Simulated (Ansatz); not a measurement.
Profile along the Cu–Cu line in Cu (fcc, Cu type)

Cu (fcc, Cu type)

```cif
data_Cu
_chemical_formula_sum 'Cu1'
_space_group_name_H-M_alt 'P 1'
_space_group_IT_number 1
_cell_length_a 2.51970
_cell_length_b 2.51970
_cell_length_c 2.51970
_cell_angle_alpha 60.000
_cell_angle_beta 60.000
_cell_angle_gamma 60.000
loop_
_space_group_symop_operation_xyz
  'x, y, z'
loop_
_atom_site_label
_atom_site_type_symbol
_atom_site_fract_x
_atom_site_fract_y
_atom_site_fract_z
_atom_site_occupancy
Cu1 Cu 0.00000 0.00000 0.00000 1
```

Fields along a shortest Cu–Cu line of a {100} plane (2.52 Å), from Cu to Cu, interpolated on the slice's grid (step about 0.1 Å). Calculation: PBEsol (plane waves to 420 eV, PAW, scalar-relativistic; Ansatz, a quantum-chemistry and plane-wave program). k mesh 22×22×22. Inside the PAW spheres the values are not all-electron values, and peaks at nuclei hang on which shells count as valence. Cu is run without spin polarisation. Cu was relaxed with its symmetry unable to fall. The PAW data are Ansatz's earlier set.

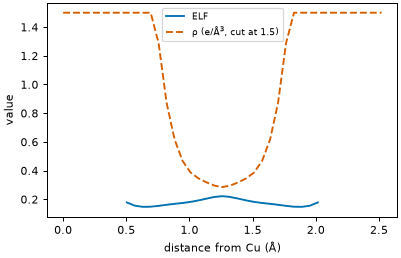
Fig. 1. ELF (away from the nuclei) and valence density from Cu to Cu.

Density on the Cu–Cu line (2.52 Å) at its midpoint: 0.28 e/Å³. ELF at that point: 0.22.
